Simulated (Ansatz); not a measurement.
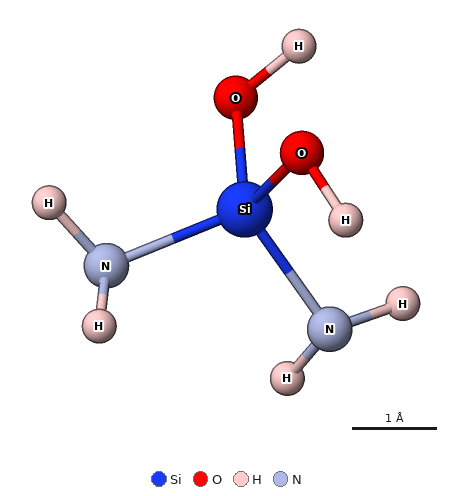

Figure 1. The structure as given in the input (ball-and-stick view, seen at a tilt). Bond lengths as drawn: H–N 1.06 Å, H–O 1.03 Å, N–Si 1.78 to 1.79 Å and O–Si 1.72 to 1.73 Å.

## Molecular dynamics, with input and output: SiN2H6O2 (part 1 of 3)

- system: SiN2H6O2
- method: RKS PBE-D4/STO-3G (Ansatz 0.2.0)

It belongs to a series of runs on one base structure; here: dynamics from the start.

### Output
```
Engine: ansatz 0.2.0, aarch64-unknown-linux-gnu
Functional definition: PBE
  parameter kappa = 0.804
  parameter beta = 0.06672455060314922
  exchange = pbe_x(kappa = kappa, mu = beta*pi^2/3)
  correlation = pbe_c(beta = beta)
503 factors; integrals over basis functions are off by at most 1.1e-5 eV
mean field evaluation 1: about -14844.9972 eV, gradient 3.9e1 eV
mean field evaluation 2: about -14841.2432 eV, gradient 5.3e1 eV
mean field evaluation 4: about -14849.9807 eV, gradient 2.9e0 eV
mean field evaluation 8: about -14849.9306 eV, gradient 9.1e-2 eV
mean field -14849.93066961 eV, -545.7248864637 hartree, gradient 6.6e-5 eV, S^2 0.000000; 0 other end points of the search recorded, 0 dependent functions left out
the calculation of the forces begins
reference -14849.93069431 eV, -545.7248873712 hartree; 25, 25 occupied and 10, 10 virtual orbitals, 503 factors
md step     0: t =     0.00 fs  T =   272.7 K  F+E_penalty+E_count = -14850.15294278 eV  E_kin = 0.387780 eV  (23 SCF iters)
these checks for a lower state are left out or cut short: starts, cluster_reference, orbital_swaps, neighbouring_geometries, increment
503 factors; integrals over basis functions are off by at most 1.1e-5 eV
mean field evaluation 16: about -14849.9990 eV, gradient 7.0e-1 eV
mean field -14849.92661284 eV, -545.7247373801 hartree, gradient 2.2e-5 eV, S^2 0.000000; 0 other end points of the search recorded, 0 dependent functions left out
the calculation of the forces begins
reference -14849.92663749 eV, -545.7247382859 hartree; 25, 25 occupied and 10, 10 virtual orbitals, 503 factors
md step     1: t =     0.50 fs  T =   274.5 K  F+E_penalty+E_count = -14850.14874750 eV  E_kin = 0.390313 eV  (26 SCF iters)
[... from here on the SCF iterations and repeated set-up lines of each step are left out, up to the last step ...]
md step     2: t =     1.00 fs  T =   257.3 K  F+E_penalty+E_count = -14850.13741528 eV  E_kin = 0.365810 eV  (26 SCF iters)
md step     3: t =     1.50 fs  T =   252.0 K  F+E_penalty+E_count = -14850.12199316 eV  E_kin = 0.358331 eV  (26 SCF iters)
md step     4: t =     2.00 fs  T =   233.0 K  F+E_penalty+E_count = -14850.10591999 eV  E_kin = 0.331261 eV  (27 SCF iters)
md step     5: t =     2.50 fs  T =   214.8 K  F+E_penalty+E_count = -14850.09214370 eV  E_kin = 0.305430 eV  (26 SCF iters)
md step     6: t =     3.00 fs  T =   208.7 K  F+E_penalty+E_count = -14850.08151613 eV  E_kin = 0.296794 eV  (26 SCF iters)
md step     7: t =     3.50 fs  T =   199.8 K  F+E_penalty+E_count = -14850.07249309 eV  E_kin = 0.284026 eV  (27 SCF iters)
md step     8: t =     4.00 fs  T =   186.1 K  F+E_penalty+E_count = -14850.06257689 eV  E_kin = 0.264588 eV  (26 SCF iters)
md step     9: t =     4.50 fs  T =   183.4 K  F+E_penalty+E_count = -14850.04859109 eV  E_kin = 0.260795 eV  (27 SCF iters)
md step    10: t =     5.00 fs  T =   173.9 K  F+E_penalty+E_count = -14850.02889061 eV  E_kin = 0.247290 eV  (27 SCF iters)
md step    11: t =     5.50 fs  T =   160.0 K  F+E_penalty+E_count = -14850.00591650 eV  E_kin = 0.227497 eV  (27 SCF iters)
md step    12: t =     6.00 fs  T =   148.7 K  F+E_penalty+E_count = -14849.98298954 eV  E_kin = 0.211467 eV  (26 SCF iters)
md step    13: t =     6.50 fs  T =   131.0 K  F+E_penalty+E_count = -14849.96178384 eV  E_kin = 0.186195 eV  (26 SCF iters)
md step    14: t =     7.00 fs  T =   119.5 K  F+E_penalty+E_count = -14849.94660094 eV  E_kin = 0.169941 eV  (26 SCF iters)
md step    15: t =     7.50 fs  T =   112.5 K  F+E_penalty+E_count = -14849.94189249 eV  E_kin = 0.159890 eV  (26 SCF iters)
md step    16: t =     8.00 fs  T =   113.8 K  F+E_penalty+E_count = -14849.94627906 eV  E_kin = 0.161737 eV  (26 SCF iters)
md step    17: t =     8.50 fs  T =   116.3 K  F+E_penalty+E_count = -14849.95619043 eV  E_kin = 0.165317 eV  (25 SCF iters)
md step    18: t =     9.00 fs  T =   123.1 K  F+E_penalty+E_count = -14849.96751991 eV  E_kin = 0.175038 eV  (27 SCF iters)
md step    19: t =     9.50 fs  T =   129.1 K  F+E_penalty+E_count = -14849.97655605 eV  E_kin = 0.183587 eV  (26 SCF iters)
md step    20: t =    10.00 fs  T =   140.5 K  F+E_penalty+E_count = -14849.98164663 eV  E_kin = 0.199758 eV  (26 SCF iters)
md step    21: t =    10.50 fs  T =   143.8 K  F+E_penalty+E_count = -14849.98257019 eV  E_kin = 0.204531 eV  (27 SCF iters)
md step    22: t =    11.00 fs  T =   141.6 K  F+E_penalty+E_count = -14849.98126126 eV  E_kin = 0.201374 eV  (26 SCF iters)
md step    23: t =    11.50 fs  T =   145.7 K  F+E_penalty+E_count = -14849.98146180 eV  E_kin = 0.207217 eV  (27 SCF iters)
md step    24: t =    12.00 fs  T =   149.0 K  F+E_penalty+E_count = -14849.98510490 eV  E_kin = 0.211813 eV  (27 SCF iters)
md step    25: t =    12.50 fs  T =   158.1 K  F+E_penalty+E_count = -14849.99187695 eV  E_kin = 0.224847 eV  (27 SCF iters)
md step    26: t =    13.00 fs  T =   167.9 K  F+E_penalty+E_count = -14850.00076123 eV  E_kin = 0.238782 eV  (27 SCF iters)
md step    27: t =    13.50 fs  T =   178.1 K  F+E_penalty+E_count = -14850.00837412 eV  E_kin = 0.253225 eV  (26 SCF iters)
md step    28: t =    14.00 fs  T =   184.2 K  F+E_penalty+E_count = -14850.01238295 eV  E_kin = 0.261896 eV  (27 SCF iters)
md step    29: t =    14.50 fs  T =   178.1 K  F+E_penalty+E_count = -14850.01047900 eV  E_kin = 0.253268 eV  (27 SCF iters)
md step    30: t =    15.00 fs  T =   173.9 K  F+E_penalty+E_count = -14850.00322528 eV  E_kin = 0.247305 eV  (27 SCF iters)
md step    31: t =    15.50 fs  T =   170.9 K  F+E_penalty+E_count = -14849.99290884 eV  E_kin = 0.243051 eV  (27 SCF iters)
md step    32: t =    16.00 fs  T =   154.2 K  F+E_penalty+E_count = -14849.98309718 eV  E_kin = 0.219256 eV  (27 SCF iters)
md step    33: t =    16.50 fs  T =   141.6 K  F+E_penalty+E_count = -14849.97677483 eV  E_kin = 0.201314 eV  (26 SCF iters)
md step    34: t =    17.00 fs  T =   134.7 K  F+E_penalty+E_count = -14849.97493136 eV  E_kin = 0.191552 eV  (27 SCF iters)
md step    35: t =    17.50 fs  T =   148.9 K  F+E_penalty+E_count = -14849.97794923 eV  E_kin = 0.211765 eV  (27 SCF iters)
md step    36: t =    18.00 fs  T =   151.8 K  F+E_penalty+E_count = -14849.98195102 eV  E_kin = 0.215829 eV  (24 SCF iters)
md step    37: t =    18.50 fs  T =   141.0 K  F+E_penalty+E_count = -14849.98207051 eV  E_kin = 0.200476 eV  (27 SCF iters)
md step    38: t =    19.00 fs  T =   130.7 K  F+E_penalty+E_count = -14849.97675349 eV  E_kin = 0.185828 eV  (26 SCF iters)
md step    39: t =    19.50 fs  T =   116.9 K  F+E_penalty+E_count = -14849.96613507 eV  E_kin = 0.166185 eV  (26 SCF iters)
md step    40: t =    20.00 fs  T =   105.5 K  F+E_penalty+E_count = -14849.95246634 eV  E_kin = 0.149939 eV  (27 SCF iters)
md step    41: t =    20.50 fs  T =   102.1 K  F+E_penalty+E_count = -14849.94003551 eV  E_kin = 0.145106 eV  (27 SCF iters)
md step    42: t =    21.00 fs  T =    93.3 K  F+E_penalty+E_count = -14849.93155788 eV  E_kin = 0.132645 eV  (21 SCF iters)
md step    43: t =    21.50 fs  T =   100.1 K  F+E_penalty+E_count = -14849.92791337 eV  E_kin = 0.142377 eV  (27 SCF iters)
md step    44: t =    22.00 fs  T =    92.9 K  F+E_penalty+E_count = -14849.92768665 eV  E_kin = 0.132068 eV  (27 SCF iters)
md step    45: t =    22.50 fs  T =    87.5 K  F+E_penalty+E_count = -14849.92851397 eV  E_kin = 0.124480 eV  (28 SCF iters)
md step    46: t =    23.00 fs  T =    91.4 K  F+E_penalty+E_count = -14849.92788744 eV  E_kin = 0.129956 eV  (27 SCF iters)
md step    47: t =    23.50 fs  T =    93.3 K  F+E_penalty+E_count = -14849.92407707 eV  E_kin = 0.132602 eV  (27 SCF iters)
md step    48: t =    24.00 fs  T =    91.0 K  F+E_penalty+E_count = -14849.91677569 eV  E_kin = 0.129437 eV  (27 SCF iters)
md step    49: t =    24.50 fs  T =    77.9 K  F+E_penalty+E_count = -14849.90781191 eV  E_kin = 0.110762 eV  (28 SCF iters)
md step    50: t =    25.00 fs  T =    67.3 K  F+E_penalty+E_count = -14849.90086793 eV  E_kin = 0.095721 eV  (28 SCF iters)
md step    51: t =    25.50 fs  T =    73.4 K  F+E_penalty+E_count = -14849.89878122 eV  E_kin = 0.104359 eV  (22 SCF iters)
md step    52: t =    26.00 fs  T =    74.1 K  F+E_penalty+E_count = -14849.90356866 eV  E_kin = 0.105290 eV  (22 SCF iters)
md step    53: t =    26.50 fs  T =    74.4 K  F+E_penalty+E_count = -14849.91352996 eV  E_kin = 0.105819 eV  (27 SCF iters)
md step    54: t =    27.00 fs  T =    77.1 K  F+E_penalty+E_count = -14849.92565102 eV  E_kin = 0.109631 eV  (27 SCF iters)
md step    55: t =    27.50 fs  T =    86.2 K  F+E_penalty+E_count = -14849.93769422 eV  E_kin = 0.122536 eV  (25 SCF iters)
md step    56: t =    28.00 fs  T =    93.9 K  F+E_penalty+E_count = -14849.94790122 eV  E_kin = 0.133548 eV  (27 SCF iters)
md step    57: t =    28.50 fs  T =   105.4 K  F+E_penalty+E_count = -14849.95512609 eV  E_kin = 0.149862 eV  (28 SCF iters)
md step    58: t =    29.00 fs  T =   106.8 K  F+E_penalty+E_count = -14849.95757108 eV  E_kin = 0.151837 eV  (28 SCF iters)
md step    59: t =    29.50 fs  T =   101.3 K  F+E_penalty+E_count = -14849.95449812 eV  E_kin = 0.144009 eV  (27 SCF iters)
md step    60: t =    30.00 fs  T =    93.2 K  F+E_penalty+E_count = -14849.94924558 eV  E_kin = 0.132495 eV  (27 SCF iters)
md step    61: t =    30.50 fs  T =    92.4 K  F+E_penalty+E_count = -14849.94637544 eV  E_kin = 0.131337 eV  (27 SCF iters)
md step    62: t =    31.00 fs  T =    97.4 K  F+E_penalty+E_count = -14849.94791971 eV  E_kin = 0.138422 eV  (26 SCF iters)
md step    63: t =    31.50 fs  T =    99.3 K  F+E_penalty+E_count = -14849.95381174 eV  E_kin = 0.141207 eV  (27 SCF iters)
md step    64: t =    32.00 fs  T =   112.0 K  F+E_penalty+E_count = -14849.96148677 eV  E_kin = 0.159220 eV  (27 SCF iters)
md step    65: t =    32.50 fs  T =   112.6 K  F+E_penalty+E_count = -14849.96669304 eV  E_kin = 0.160116 eV  (27 SCF iters)
md step    66: t =    33.00 fs  T =   117.4 K  F+E_penalty+E_count = -14849.96638450 eV  E_kin = 0.166918 eV  (28 SCF iters)
md step    67: t =    33.50 fs  T =   115.2 K  F+E_penalty+E_count = -14849.96067512 eV  E_kin = 0.163821 eV  (28 SCF iters)
md step    68: t =    34.00 fs  T =   109.8 K  F+E_penalty+E_count = -14849.95362433 eV  E_kin = 0.156144 eV  (27 SCF iters)
md step    69: t =    34.50 fs  T =   104.8 K  F+E_penalty+E_count = -14849.94810566 eV  E_kin = 0.149002 eV  (27 SCF iters)
md step    70: t =    35.00 fs  T =   106.7 K  F+E_penalty+E_count = -14849.94614281 eV  E_kin = 0.151684 eV  (26 SCF iters)
md step    71: t =    35.50 fs  T =   117.1 K  F+E_penalty+E_count = -14849.95009782 eV  E_kin = 0.166431 eV  (27 SCF iters)
md step    72: t =    36.00 fs  T =   136.0 K  F+E_penalty+E_count = -14849.96013306 eV  E_kin = 0.193431 eV  (27 SCF iters)
md step    73: t =    36.50 fs  T =   145.9 K  F+E_penalty+E_count = -14849.97505083 eV  E_kin = 0.207445 eV  (26 SCF iters)
md step    74: t =    37.00 fs  T =   165.2 K  F+E_penalty+E_count = -14849.99139168 eV  E_kin = 0.234901 eV  (25 SCF iters)
md step    75: t =    37.50 fs  T =   175.7 K  F+E_penalty+E_count = -14850.00421970 eV  E_kin = 0.249765 eV  (26 SCF iters)
md step    76: t =    38.00 fs  T =   178.3 K  F+E_penalty+E_count = -14850.01086804 eV  E_kin = 0.253577 eV  (27 SCF iters)
md step    77: t =    38.50 fs  T =   166.0 K  F+E_penalty+E_count = -14850.01086879 eV  E_kin = 0.235980 eV  (26 SCF iters)
md step    78: t =    39.00 fs  T =   156.7 K  F+E_penalty+E_count = -14850.00683511 eV  E_kin = 0.222863 eV  (27 SCF iters)
md step    79: t =    39.50 fs  T =   152.1 K  F+E_penalty+E_count = -14850.00032867 eV  E_kin = 0.216329 eV  (27 SCF iters)
md step    80: t =    40.00 fs  T =   153.4 K  F+E_penalty+E_count = -14849.99241266 eV  E_kin = 0.218109 eV  (26 SCF iters)
md step    81: t =    40.50 fs  T =   150.8 K  F+E_penalty+E_count = -14849.98459298 eV  E_kin = 0.214363 eV  (27 SCF iters)
md step    82: t =    41.00 fs  T =   147.3 K  F+E_penalty+E_count = -14849.97719298 eV  E_kin = 0.209452 eV  (27 SCF iters)
md step    83: t =    41.50 fs  T =   138.5 K  F+E_penalty+E_count = -14849.97171836 eV  E_kin = 0.196945 eV  (26 SCF iters)
md step    84: t =    42.00 fs  T =   134.4 K  F+E_penalty+E_count = -14849.96790793 eV  E_kin = 0.191055 eV  (27 SCF iters)
md step    85: t =    42.50 fs  T =   134.4 K  F+E_penalty+E_count = -14849.96228836 eV  E_kin = 0.191146 eV  (27 SCF iters)
md step    86: t =    43.00 fs  T =   126.2 K  F+E_penalty+E_count = -14849.95361822 eV  E_kin = 0.179435 eV  (26 SCF iters)
md step    87: t =    43.50 fs  T =   121.5 K  F+E_penalty+E_count = -14849.94306704 eV  E_kin = 0.172695 eV  (26 SCF iters)
md step    88: t =    44.00 fs  T =   115.8 K  F+E_penalty+E_count = -14849.93193740 eV  E_kin = 0.164700 eV  (26 SCF iters)
md step    89: t =    44.50 fs  T =   107.8 K  F+E_penalty+E_count = -14849.92357938 eV  E_kin = 0.153310 eV  (26 SCF iters)
md step    90: t =    45.00 fs  T =   107.8 K  F+E_penalty+E_count = -14849.92004836 eV  E_kin = 0.153235 eV  (26 SCF iters)
md step    91: t =    45.50 fs  T =   105.6 K  F+E_penalty+E_count = -14849.92193494 eV  E_kin = 0.150126 eV  (27 SCF iters)
md step    92: t =    46.00 fs  T =   103.1 K  F+E_penalty+E_count = -14849.92975630 eV  E_kin = 0.146648 eV  (27 SCF iters)
md step    93: t =    46.50 fs  T =   110.2 K  F+E_penalty+E_count = -14849.94189475 eV  E_kin = 0.156662 eV  (24 SCF iters)
md step    94: t =    47.00 fs  T =   107.4 K  F+E_penalty+E_count = -14849.95523573 eV  E_kin = 0.152665 eV  (26 SCF iters)
md step    95: t =    47.50 fs  T =   118.2 K  F+E_penalty+E_count = -14849.96688802 eV  E_kin = 0.168068 eV  (26 SCF iters)
md step    96: t =    48.00 fs  T =   124.6 K  F+E_penalty+E_count = -14849.97431587 eV  E_kin = 0.177160 eV  (26 SCF iters)
md step    97: t =    48.50 fs  T =   122.4 K  F+E_penalty+E_count = -14849.97578747 eV  E_kin = 0.174016 eV  (26 SCF iters)
md step    98: t =    49.00 fs  T =   123.2 K  F+E_penalty+E_count = -14849.97305897 eV  E_kin = 0.175187 eV  (26 SCF iters)
md step    99: t =    49.50 fs  T =   119.6 K  F+E_penalty+E_count = -14849.97020145 eV  E_kin = 0.170043 eV  (27 SCF iters)
md step   100: t =    50.00 fs  T =   119.5 K  F+E_penalty+E_count = -14849.97065558 eV  E_kin = 0.169858 eV  (27 SCF iters)
md step   101: t =    50.50 fs  T =   126.7 K  F+E_penalty+E_count = -14849.97425304 eV  E_kin = 0.180175 eV  (26 SCF iters)
md step   102: t =    51.00 fs  T =   126.9 K  F+E_penalty+E_count = -14849.97863807 eV  E_kin = 0.180379 eV  (27 SCF iters)
md step   103: t =    51.50 fs  T =   127.3 K  F+E_penalty+E_count = -14849.98180386 eV  E_kin = 0.180945 eV  (26 SCF iters)
md step   104: t =    52.00 fs  T =   132.6 K  F+E_penalty+E_count = -14849.98384554 eV  E_kin = 0.188572 eV  (26 SCF iters)
md step   105: t =    52.50 fs  T =   131.2 K  F+E_penalty+E_count = -14849.98582090 eV  E_kin = 0.186607 eV  (26 SCF iters)
md step   106: t =    53.00 fs  T =   132.1 K  F+E_penalty+E_count = -14849.98774418 eV  E_kin = 0.187848 eV  (26 SCF iters)
md step   107: t =    53.50 fs  T =   136.4 K  F+E_penalty+E_count = -14849.99050376 eV  E_kin = 0.193928 eV  (26 SCF iters)
md step   108: t =    54.00 fs  T =   144.2 K  F+E_penalty+E_count = -14849.99503535 eV  E_kin = 0.205073 eV  (26 SCF iters)
md step   109: t =    54.50 fs  T =   153.5 K  F+E_penalty+E_count = -14850.00269752 eV  E_kin = 0.218270 eV  (26 SCF iters)
md step   110: t =    55.00 fs  T =   170.4 K  F+E_penalty+E_count = -14850.01446748 eV  E_kin = 0.242322 eV  (26 SCF iters)
md step   111: t =    55.50 fs  T =   182.8 K  F+E_penalty+E_count = -14850.02682447 eV  E_kin = 0.259959 eV  (26 SCF iters)
md step   112: t =    56.00 fs  T =   186.9 K  F+E_penalty+E_count = -14850.03572737 eV  E_kin = 0.265690 eV  (26 SCF iters)
md step   113: t =    56.50 fs  T =   186.0 K  F+E_penalty+E_count = -14850.03888002 eV  E_kin = 0.264421 eV  (27 SCF iters)
md step   114: t =    57.00 fs  T =   191.0 K  F+E_penalty+E_count = -14850.03736490 eV  E_kin = 0.271580 eV  (26 SCF iters)
md step   115: t =    57.50 fs  T =   182.0 K  F+E_penalty+E_count = -14850.03271956 eV  E_kin = 0.258822 eV  (27 SCF iters)
md step   116: t =    58.00 fs  T =   185.8 K  F+E_penalty+E_count = -14850.02672914 eV  E_kin = 0.264152 eV  (26 SCF iters)
md step   117: t =    58.50 fs  T =   182.2 K  F+E_penalty+E_count = -14850.02111494 eV  E_kin = 0.259109 eV  (27 SCF iters)
md step   118: t =    59.00 fs  T =   185.0 K  F+E_penalty+E_count = -14850.01693532 eV  E_kin = 0.263105 eV  (26 SCF iters)
md step   119: t =    59.50 fs  T =   180.1 K  F+E_penalty+E_count = -14850.01365206 eV  E_kin = 0.256010 eV  (27 SCF iters)
md step   120: t =    60.00 fs  T =   172.9 K  F+E_penalty+E_count = -14850.00875300 eV  E_kin = 0.245833 eV  (26 SCF iters)
md step   121: t =    60.50 fs  T =   162.4 K  F+E_penalty+E_count = -14850.00116705 eV  E_kin = 0.230920 eV  (26 SCF iters)
md step   122: t =    61.00 fs  T =   150.8 K  F+E_penalty+E_count = -14849.99072898 eV  E_kin = 0.214403 eV  (27 SCF iters)
md step   123: t =    61.50 fs  T =   145.1 K  F+E_penalty+E_count = -14849.98053879 eV  E_kin = 0.206307 eV  (27 SCF iters)
md step   124: t =    62.00 fs  T =   135.2 K  F+E_penalty+E_count = -14849.97373907 eV  E_kin = 0.192188 eV  (26 SCF iters)
md step   125: t =    62.50 fs  T =   144.0 K  F+E_penalty+E_count = -14849.97117782 eV  E_kin = 0.204765 eV  (21 SCF iters)
md step   126: t =    63.00 fs  T =   155.1 K  F+E_penalty+E_count = -14849.97189489 eV  E_kin = 0.220472 eV  (27 SCF iters)
md step   127: t =    63.50 fs  T =   162.9 K  F+E_penalty+E_count = -14849.97489051 eV  E_kin = 0.231621 eV  (27 SCF iters)
md step   128: t =    64.00 fs  T =   167.3 K  F+E_penalty+E_count = -14849.97851111 eV  E_kin = 0.237837 eV  (27 SCF iters)
md step   129: t =    64.50 fs  T =   170.7 K  F+E_penalty+E_count = -14849.98188253 eV  E_kin = 0.242755 eV  (27 SCF iters)
md step   130: t =    65.00 fs  T =   181.0 K  F+E_penalty+E_count = -14849.98591122 eV  E_kin = 0.257341 eV  (26 SCF iters)
md step   131: t =    65.50 fs  T =   188.7 K  F+E_penalty+E_count = -14849.99047210 eV  E_kin = 0.268325 eV  (27 SCF iters)
md step   132: t =    66.00 fs  T =   177.7 K  F+E_penalty+E_count = -14849.99330103 eV  E_kin = 0.252696 eV  (25 SCF iters)
md step   133: t =    66.50 fs  T =   182.5 K  F+E_penalty+E_count = -14849.99375084 eV  E_kin = 0.259531 eV  (26 SCF iters)
md step   134: t =    67.00 fs  T =   179.3 K  F+E_penalty+E_count = -14849.99265959 eV  E_kin = 0.254912 eV  (26 SCF iters)
md step   135: t =    67.50 fs  T =   172.7 K  F+E_penalty+E_count = -14849.99140686 eV  E_kin = 0.245566 eV  (26 SCF iters)
md step   136: t =    68.00 fs  T =   167.8 K  F+E_penalty+E_count = -14849.98957714 eV  E_kin = 0.238599 eV  (27 SCF iters)
md step   137: t =    68.50 fs  T =   170.3 K  F+E_penalty+E_count = -14849.98547681 eV  E_kin = 0.242187 eV  (26 SCF iters)
```
